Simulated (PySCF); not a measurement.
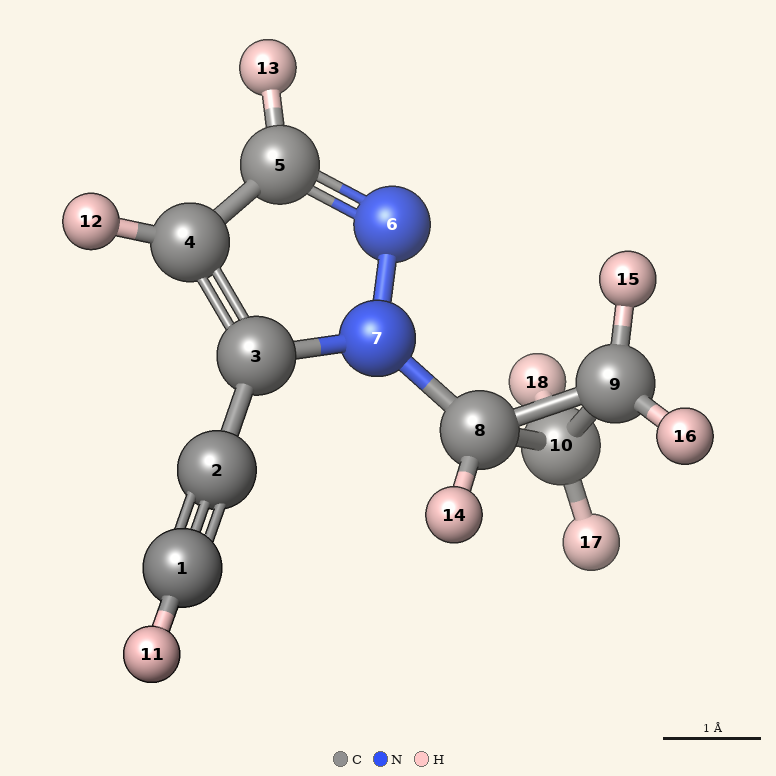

Orthographic view. Distant atoms are faded towards the background colour. The computed structure is the end point of a PBE0-D3(BJ)/def2-SVP optimisation. No frequency run is at hand to confirm it as a minimum.

Write a MOL file (V2000) with the atoms in numerical order, bonds sorted by atom number with the orders drawn, and coordinates in the frame of the picture: x right, y up, z towards the viewer, origin at the mean position.

```
C8H8N2
                    3D

 18 19  0  0  0  0  0  0  0  0999 V2000
   -2.1300   -2.0300    1.6500 C   0  0  0  0  0  0  0  0  0  0  0  0
   -1.7700   -1.0100    1.1000 C   0  0  0  0  0  0  0  0  0  0  0  0
   -1.3500    0.1800    0.4500 C   0  0  0  0  0  0  0  0  0  0  0  0
   -2.0500    1.3600    0.1900 C   0  0  0  0  0  0  0  0  0  0  0  0
   -1.1100    2.1700   -0.4800 C   0  0  0  0  0  0  0  0  0  0  0  0
    0.0600    1.5500   -0.6100 N   0  0  0  0  0  0  0  0  0  0  0  0
   -0.1000    0.3600   -0.0500 N   0  0  0  0  0  0  0  0  0  0  0  0
    0.9700   -0.5900   -0.0400 C   0  0  0  0  0  0  0  0  0  0  0  0
    2.3800   -0.1100   -0.0400 C   0  0  0  0  0  0  0  0  0  0  0  0
    1.8100   -0.7500   -1.2700 C   0  0  0  0  0  0  0  0  0  0  0  0
   -2.4500   -2.9300    2.1400 H   0  0  0  0  0  0  0  0  0  0  0  0
   -3.0800    1.5800    0.4500 H   0  0  0  0  0  0  0  0  0  0  0  0
   -1.2400    3.1800   -0.8600 H   0  0  0  0  0  0  0  0  0  0  0  0
    0.7000   -1.4700    0.5400 H   0  0  0  0  0  0  0  0  0  0  0  0
    2.5100    0.9800   -0.0700 H   0  0  0  0  0  0  0  0  0  0  0  0
    3.1100   -0.6500    0.5700 H   0  0  0  0  0  0  0  0  0  0  0  0
    2.1300   -1.7600   -1.5500 H   0  0  0  0  0  0  0  0  0  0  0  0
    1.5700   -0.0900   -2.1000 H   0  0  0  0  0  0  0  0  0  0  0  0
  1  2  3  0
  1 11  1  0
  2  3  1  0
  3  4  2  0
  3  7  1  0
  4  5  1  0
  4 12  1  0
  5  6  2  0
  5 13  1  0
  6  7  1  0
  7  8  1  0
  8  9  1  0
  8 10  1  0
  8 14  1  0
  9 10  1  0
  9 15  1  0
  9 16  1  0
 10 17  1  0
 10 18  1  0
M  END
```
